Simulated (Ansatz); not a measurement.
Two G0W0 runs on Ti2CO2/Ti2CO2 (MXene multilayer).

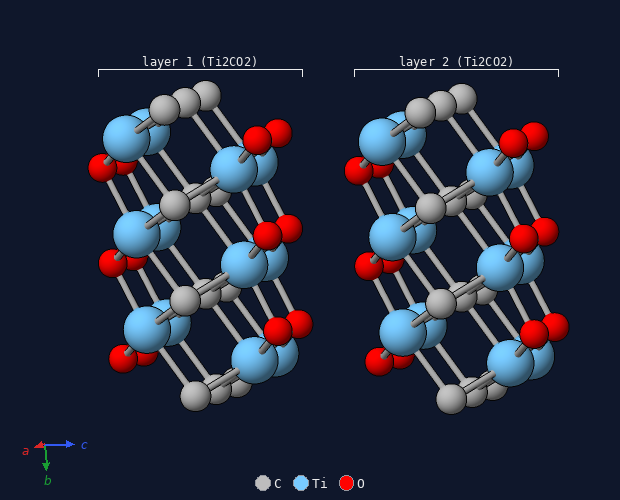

The structure (carbon light grey, titanium blue, oxygen red). 2×3×1 cells are drawn. Some periodic images of atoms are drawn too.

The cell holds 10 atoms: 2 C, 4 Ti and 4 O. Cell: a = 3.012 Å, b = 3.012 Å, c = 45.700 Å, α = 90.0°, β = 90.0°, γ = 120.0°. It derives from C1O2Ti2. Regions: layer 1 (Ti2CO2), 5 atoms (1 C, 2 Ti and 2 O); layer 2 (Ti2CO2), 5 atoms (1 C, 2 Ti and 2 O). Vacuum lies along c.

```xyz
10
Lattice="3.0123 0.0000 0.0000 -1.5062 2.6088 0.0000 0.0000 0.0000 45.7000" Properties=species:S:1:pos:R:3
C     0.0000    0.0000   19.4273
Ti    0.0000    1.7392   20.7280
Ti    1.5062    0.8696   18.1273
O     1.5062    0.8696   21.6308
O     0.0000    1.7392   17.2142
C     0.0000    0.0000   26.2727
Ti    0.0000    1.7392   27.5727
Ti    1.5062    0.8696   24.9720
O     1.5062    0.8696   28.4858
O     0.0000    1.7392   24.0692
```

The structure was relaxed with PBE-D3(BJ). The runs that relaxed it are not among those shown.

The first (Ansatz 0.2.0; start PBE, 9×9×1 mesh, 477 empty bands, screening to 70 eV, PAW set soft_1 files; 1 × NVIDIA H100 80GB HBM3 (shared by 6 runs) with 3 threads of AMD EPYC 7R13 (Zen 3), shared host) gave, on its mesh: starting gap 0.21 eV, G0W0 gap 1.00 eV, mean of 1 + 4πα/V (set by the cell height) 7.42, 72 s.

Q: The second changes empty bands from 477 to 191 and screening cutoff (eV) from 70.0 to 38. What does it give?

It gave: starting gap 0.21 eV, G0W0 gap 0.95 eV, mean of 1 + 4πα/V (set by the cell height) 7.42, 36 s. The G0W0 gap moves by −0.05 eV, +0.00 eV from the start and −0.05 eV from the correction. Σc changes by +0.29 eV at the valence top and +0.24 eV at the conduction bottom, and Σx − Vxc between them by +0.00 eV.

Limits: not at the basis limit; coarse mesh for a sheet.

[Paths, hosts, dates, memory and timing lines, banners, echoed tables and standing remarks are left out of the program output.]

[Logs are printed without paths, hosts, clocks, repeated set-up lines and the standing remarks that a program may print on its own settings, such as how far it seeks lower states.]

[Runs of the session that timed out or met a known fault of the program may be left out.]

[Cells called generated may have been cut or substituted from an entry of the Crystallography Open Database or the Materials Project.]

[Hosts, paths, dates, database ids (printed as entryN), source tags and the programs' standing remarks are cut or masked in the printed files.]
